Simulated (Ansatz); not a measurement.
# TiC (Fm-3m) under biaxial strain in the (001) plane, part 2 of 2

Aim: how do the optical modes of TiC (Fm-3m) shift and split under this strain?

Ansatz 0.2.0; DFT LDA, scalar-relativistic, plane waves, PAW; PAW set soft_1.

So far, highest optical mode at the zone centre (no LO-TO term) (cm⁻¹): step 5 (zone-centre response at rest) 555.

The database entry behind the starting cell differs from later determinations by our own check (0.1 to 0.3 % short, probably kX units), so it need not match the best structure at ambient conditions.

## (7) Zone-centre modes of the member: biaxial strain of +4 % in the (001) plane

The zone-centre modes follow for biaxial strain of +4 % in the (001) plane.

input.yaml

```yaml
crystal:
  lattice:
    - [0.0, 2.2156299148, 2.0963689987]
    - [2.2156299148, 0.0, 2.0963689987]
    - [2.2156299148, 2.2156299148, 0.0]
  atoms:
    - { symbol: C, position: [0.5, 0.5, 0.5] }
    - { symbol: Ti, position: [0.0, 0.0, 0.0] }
kpoints:
  mp_grid: { grid: [16, 16, 16] }
hamiltonian:
  xc: lda
  pseudopotentials: { kind: paw, azcp: { folder: soft_1 }, xc_functional: pbe }
scf:
  occupations: { method: methfessel_paxton, width: 0.2 }
output:
  eigenvalues: true
phonons:
  method: dfpt
```

The run is started by

```console
$ ansatz run input.yaml --threads 4 --pin off --max-ram 10240MiB --backend cpu --events-out ev --progress --plain --runs-dir out
```

Numbers of over 12 decimals in the logs are rounded to 6 here.

What it wrote:

```text
zone centre: on kpoints.mp_grid the ground state, and the responses unless they are solved on pairs of k-points, stand on 621 of the mesh's 4096 k-points, reduced under 8 symmetry operations, with k and −k counted as one. Each operation leaves every solved displacement unchanged or reverses it
[...]
Crystal: 2 atoms, lattice volume = 20.582 Å³
Basis set: ecut = 420 eV, 395 PW (Γ), exchange–correlation on 48×48×48 points (8 copies of the dense FFT grid, shifted against one another)
Bands: 12, of which v1, the nominal top of the filled ones, is band 8 counted from 1 (7 counted from 0)
Symmetry: 16 space group operations
k-points: 621 of 4096 (irreducible under 8 space group operations)
[...]
SCF iter   1: F=—  HF=-2696.087517 eV  |F-HF|=—  |Δ(HF+E_count)|=         —  Δρ=1.38e-1  dr2=5.13e0  ethr=3.10e-3  ⟨swp⟩=4.2  Hψ=35239  notcnv=0
[...]
SCF iter   9: F=-2695.074808 eV  HF=-2695.074808 eV  |F-HF|=9.09e-13  |Δ(HF+E_count)|=  4.55e-11  S|Δr|=    0.00e0  Δρ=2.77e-8  dr2=9.18e-14  ethr=1.00e-12  ⟨swp⟩=5.5  Hψ=27215  notcnv=0
SCF 1 converged in 9 iterations: F = -2695.074808 eV  dr2 = 9.18e-14
[...]
SCF converged after 9 iterations
[...]
Free energy (F): -2695.074808 eV
[...]
Internal energy: -2695.075160 eV  (E = F + TS)
E sigma→0 (E₀):  -2695.074896 eV
Entropy (-TS):   0.000352 eV (0.176 meV/atom)
Fermi energy:    14.096202 eV
[...]
--- Band table (eV; the first three rows and the last of 621) ---
  k-point 0: bands = [... 4 lower, 1.9283, 14.6085, 14.6085, 14.9968, 15.5874, 15.7032, 15.7032, 15.9085]
  k-point 1: bands = [... 4 lower, 2.0165, 14.2696, 14.4018, 14.7009, 15.0208, 15.1805, 16.0035, 16.6060]
  k-point 2: bands = [... 4 lower, 2.2756, 13.4377, 13.6841, 13.9169, 15.0977, 15.2333, 16.3160, 17.6233]
  k-point 620: bands = [... 4 lower, 4.2636, 11.1379, 12.3988, 13.8028, 13.8028, 16.8041, 17.5336, 17.5336]
[...]
ASR residual: 6.844e-6 → 0.000e0 eV/Å²; symmetrization residual: 7.210e-7 eV/Å²
  ASR residual per site (eV/Å²): 6.84e-6 4.99e-6
  Γ frequencies (cm⁻¹): 0.00 0.00 0.00 447.24 447.24 582.15
[...]
```

Wall time 18 s (4 threads of Arm Neoverse V1, shared host); peak memory 0.77 GiB.

Numbers from this step:

```
sum-rule residual before enforcement                    : 6.84e-6 eV/Å²
point group                                             : 4/mmm
highest optical mode at the zone centre (no LO-TO term) : 582.1 cm⁻¹
lowest optical zone-centre mode                         : 447.2 cm⁻¹
```

Patterns of degenerate modes are one choice out of their space. The modes at Γ (shares of kinetic energy by element, %):

| mode | frequency (cm⁻¹) | symmetry | C % | Ti % |
| --- | --- | --- | --- | --- |
| 1 | 0.0 | acoustic | 20 | 80 |
| 2 | 0.0 | acoustic | 20 | 80 |
| 3 | 0.0 | acoustic | 20 | 80 |
| 4 | 447.2 | Eu | 80 | 20 |
| 5 | 447.2 | Eu | 80 | 20 |
| 6 | 582.1 | A2u | 80 | 20 |

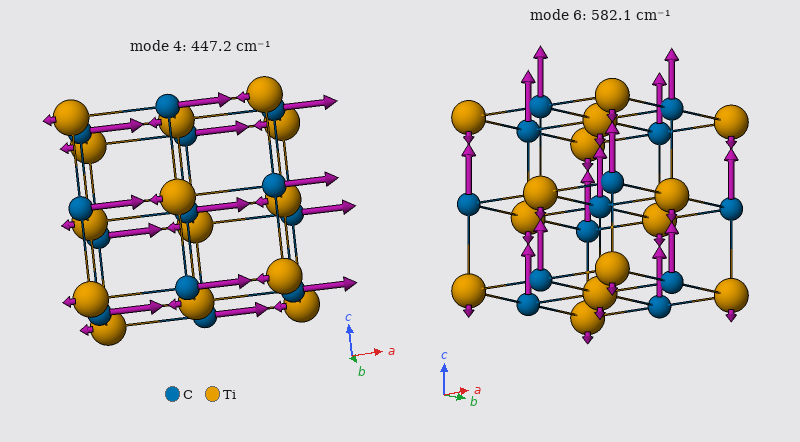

Displacement patterns of modes 4 and 6 at Γ; arrows are exaggerated. Some periodic images of atoms are drawn too.

The lowest optical mode is real, 447 cm⁻¹, and the highest lies at 582.1 cm⁻¹.

For the highest optical mode at the zone centre (no LO-TO term), step 5 gave 555 cm⁻¹; this run, with strain 4 %, gives 582 cm⁻¹ (+5 %).

## (8) Relaxation of a member: biaxial strain of -4 % in the (001) plane

The cell takes a biaxial strain of -4 % in the (001) plane. The strained lengths are held, while the rest of the cell and the atoms relax.

input.yaml, the sections that differ from step 7:

```yaml
crystal:
  lattice:
    - [0.0, 2.0451968444, 2.160239456]
    - [2.0451968444, 0.0, 2.160239456]
    - [2.0451968444, 2.0451968444, 0.0]
  atoms:
    - { symbol: C, position: [0.5, 0.5, 0.5] }
    - { symbol: Ti, position: [0.0, 0.0, 0.0] }
  conventional_axes: [[-1, 1, 1], [1, -1, 1], [1, 1, -1]]
output:
  forces: true
  stress: true
  eigenvalues: true
relax:
  adjacent_minimum: "off"
  f_tol: 0.001
  max_steps: 60
  cell: { stress_tol: 0.01, fix: [a, b, gamma] }
# kpoints, hamiltonian, scf: as in step 7
# phonons: removed
```

What it wrote:

```text
[...]
Crystal: 2 atoms, lattice volume = 18.072 Å³
Basis set: ecut = 420 eV, 347 PW (Γ)
Bands: 12, of which v1, the nominal top of the filled ones, is band 8 counted from 1 (7 counted from 0)
Symmetry: 16 space group operations
[...]
k-points: 349 of 4096
[...]
k-point 348: bands = [... 4 lower, 5.8404, 12.4322, 14.3518, 16.7457, 16.7457, 19.4728, 20.3473, 20.3473]
--- Relaxed structure (5 steps of the walk, 5 accepted, 2 SCFs on fresh bases) ---
[...]
cell:  # Å, volume = 18.1592 Å³
    - [0.0, 2.0451968444, 2.170678]
    - [2.0451968444, 0, 2.170678]
    - [2.0451968444, 2.0451968444, 0]
  atoms:
    - { symbol: C, position: [0.5, 0.5, 0.5] }
    - { symbol: Ti, position: [0, 0, 0] }
[key lines of the parts left out:]
SCF converged after 3 iterations
Free energy (F): -2695.039873 eV
Fermi energy:    16.314288 eV
P = ⅓ Tr σ = 22.2011 GPa (222.011 kbar)
```

The job ended after 9.2 s (4 threads; peak memory 0.39 GiB).

The steps of the relaxation:

| step | energy less that of the first step (eV) | largest force component (eV/Å) | pressure (GPa) | volume (Å³) |
| --- | --- | --- | --- | --- |
| 1 | 0.0000 | 0.0000 | 23.64 | 18.07 |
| 2 | -0.0005 | 0.0000 | 22.79 | 18.12 |
| 3 | -0.0006 | 0.0000 | 22.22 | 18.16 |
| 4 | -0.0006 | 0.0000 | 22.20 | 18.16 |
| 5* | -0.0007 | 0.0000 | 22.21 | 18.16 |
| 6 | -0.0007 | 0.0000 | 22.20 | 18.16 |
| 7* | -0.0007 | 0.0000 | 22.20 | 18.16 |

Relaxation steps marked * repeat the geometry before them on a plane-wave basis chosen anew for their cell, so energy and pressure can jump there.

The run keeps the 16 symmetry operations that it works with, so distortions that break them were not tested.

| conventional cell, symmetrised | before | after | change |
| --- | --- | --- | --- |
| a (Å) | 2.892 | 2.892 | -0.0 % |
| b (Å) | 2.892 | 2.892 | -0.0 % |
| c (Å) | 4.320 | 4.341 | +0.5 % |
| volume (Å³/atom) | 9.04 | 9.08 | +0.5 % |

The relaxed structure:

```cif
data_structure
_symmetry_space_group_name_H-M 'P 1'
_symmetry_Int_Tables_number 1
_cell_length_a 2.9824
_cell_length_b 2.9824
_cell_length_c 2.8923
_cell_angle_alpha 60.994
_cell_angle_beta 60.994
_cell_angle_gamma 58.012
_cell_volume 18.16
loop_
_atom_site_label
_atom_site_type_symbol
_atom_site_fract_x
_atom_site_fract_y
_atom_site_fract_z
_atom_site_occupancy
C1 C 0.50000 0.50000 0.50000 1
Ti2 Ti 0.00000 0.00000 0.00000 1
```

This step gave:

```
pressure        : 22.20 GPa
volume per atom : 9.080 Å³
```

The forces vanish by symmetry.

The cell grew by 0.5 % in volume.

## (9) Modes of this member: biaxial strain of -4 % in the (001) plane

The zone-centre modes follow for biaxial strain of -4 % in the (001) plane.

input.yaml, the sections that differ from step 8:

```yaml
crystal:
  lattice:
    - [0.0, 2.0451968444, 2.170678215]
    - [2.0451968444, 0.0, 2.170678215]
    - [2.0451968444, 2.0451968444, 0.0]
  atoms:
    - { symbol: C, position: [0.5, 0.5, 0.5] }
    - { symbol: Ti, position: [0.0, 0.0, 0.0] }
output:
  eigenvalues: true
phonons:
  method: dfpt
# kpoints, hamiltonian, scf: as in step 8
# relax: removed
```

What it wrote:

```text
[...]
Crystal: 2 atoms, lattice volume = 18.159 Å³
Basis set: ecut = 420 eV, 347 PW (Γ), exchange–correlation on 40×40×40 points (8 copies of the dense FFT grid, shifted against one another)
Bands: 12, of which v1, the nominal top of the filled ones, is band 8 counted from 1 (7 counted from 0)
Symmetry: 16 space group operations
k-points: 621 of 4096 (irreducible under 8 space group operations)
[...]
k-point 1: bands = [... 4 lower, 3.7068, 16.3971, 16.6425, 16.9938, 17.3470, 17.5318, 18.4506, 19.0928]
  k-point 2: bands = [... 4 lower, 4.0095, 15.5460, 15.7770, 16.1120, 17.4276, 17.5959, 18.8483, 20.2570]
  k-point 620: bands = [... 4 lower, 5.8404, 12.4322, 14.3518, 16.7457, 16.7457, 19.4728, 20.3473, 20.3473]
[...]
ASR residual: 2.290e-5 → 0.000e0 eV/Å²; symmetrization residual: 1.201e-7 eV/Å²
  ASR residual per site (eV/Å²): 1.96e-5 2.29e-5
  Γ frequencies (cm⁻¹): 0.00 0.00 0.00 510.95 673.65 673.65
[...]
[key lines of the parts left out:]
SCF converged after 8 iterations
Free energy (F): -2695.039874 eV
Fermi energy:    16.314289 eV
```

Run time: 15 s. Hardware: 4 threads; peak memory 0.72 GiB.

Numbers from this step:

```
sum-rule residual before enforcement                    : 2.29e-5 eV/Å²
highest optical mode at the zone centre (no LO-TO term) : 673.6 cm⁻¹
lowest optical zone-centre mode                         : 510.9 cm⁻¹
```

Patterns of degenerate modes are one choice out of their space. Modes at Γ, with each element's share of the kinetic energy:

| mode | frequency (cm⁻¹) | symmetry | C % | Ti % |
| --- | --- | --- | --- | --- |
| 1 | 0.0 | acoustic | 20 | 80 |
| 2 | 0.0 | acoustic | 20 | 80 |
| 3 | 0.0 | acoustic | 20 | 80 |
| 4 | 510.9 | A2u | 80 | 20 |
| 5 | 673.6 | Eu | 80 | 20 |
| 6 | 673.6 | Eu | 80 | 20 |

The lowest optical mode is real, 511 cm⁻¹, and the highest lies at 673.6 cm⁻¹.

For the highest optical mode at the zone centre (no LO-TO term), step 5 gave 555 cm⁻¹; this run, with strain -4 %, gives 674 cm⁻¹ (+21 %).

## (10) The series together

The members are set side by side, also those not shown above.

Stress is positive in compression; energies are extrapolated to zero smearing, and E0 is that at rest; the edges not held and the atoms are relaxed in each cell; all runs use 16×16×16 k points and Methfessel-Paxton smearing of 0.2 eV. State of the crystal along the series:

| strain (%) | in-plane stress (GPa) | free strain along [001] (%) | E - E0 (meV/atom) |
| --- | --- | --- | --- |
| -4 | 33.3 | 1.89 | 73.18 |
| -3 | 23.53 | 1.4 | 39.64 |
| -2 | 14.78 | 0.9221 | 16.95 |
| -1 | 6.957 | 0.4546 | 4.073 |
| 0 | -0.008301 | 0 | 0 |
| 1 | -6.222 | -0.4376 | 3.827 |
| 2 | -11.78 | -0.848 | 14.82 |
| 3 | -16.74 | -1.233 | 32.31 |
| 4 | -21.14 | -1.598 | 55.69 |

Optical modes are counted from below at rest and tracked from member to member by their patterns, and modes that stay within 0.3 cm⁻¹ of each other stand once; labels, where given, are those at rest; the edges not held and the atoms are relaxed in each cell; all runs use 16×16×16 k points and Methfessel-Paxton smearing of 0.2 eV. Optical modes along the series:

| strain (%) | optical mode 1 T1u, doublet (cm⁻¹) | optical mode 2 T1u, singlet (cm⁻¹) |
| --- | --- | --- |
| -4 | 673.6 | 510.9 |
| -3 | 643 | 525.2 |
| -2 | 612.9 | 537 |
| -1 | 583.4 | 546.6 |
| 0 | 554.9 | 554.9 |
| 1 | 527.6 | 562.6 |
| 2 | 500.8 | 569.9 |
| 3 | 474.1 | 576.5 |
| 4 | 447.2 | 582.1 |

Value and slope at zero strain of a cubic (a lower polynomial where under five rows exist) through the rows within 2 % of rest. Slopes at rest:

| mode | frequency (cm⁻¹) | shift per percent of strain (cm⁻¹) | shift per GPa of compressive stress (cm⁻¹) |
| --- | --- | --- | --- |
| optical mode 1 T1u, doublet | 554.9 | -27.86 | 4.24 |
| optical mode 2 T1u, singlet | 555 | 7.89 | -1.2 |

## (11) Outcome

- members: 9
- highest optical mode at the zone centre (no LO-TO term), at rest: 554.9 cm⁻¹
- biaxial modulus in the (001) plane: 657 GPa
- optical mode 1 T1u, doublet, shift per percent: -27.86 cm⁻¹
- optical mode 2 T1u, singlet, shift per percent: 7.89 cm⁻¹

**Reading.** The stress changes by 6.57 GPa for each percent, a biaxial modulus of 657 GPa in the (001) plane. For each percent the free edge responds with -0.45 %. The strain lowers the symmetry: the level at 554.9 cm⁻¹ splits, into 673.6 and 510.9 cm⁻¹ at -4 %. The fastest shift in the table of slopes is -27.9 cm⁻¹ for each percent (optical mode 1 T1u, doublet), or 4.2 cm⁻¹ for each GPa of compressive stress. For small strain, the measured shift of a line that Raman or infrared light can see, divided by its slope, estimates the stress, if the state of stress is of this kind. These are harmonic frequencies at zero temperature: anharmonic shifts, linewidths and thermal expansion are left out. With no gap, or one that is small against the smearing, the frequencies hang on the k mesh and the smearing, most of all near Kohn anomalies. The PAW files were made for PBE; the program adapts parts of them to the functional of the run, but their partial waves stay those of PBE, an approximation that was not tested in this session. Only the zone centre was solved, so an instability at another wavevector cannot show here.

[Logs are printed without paths, hosts, clocks, repeated set-up lines and the standing remarks that a program may print on its own settings, such as how far it seeks lower states.]

[Hosts, paths, dates, database ids (printed as entryN), source tags and the programs' standing remarks are cut or masked in the printed files.]
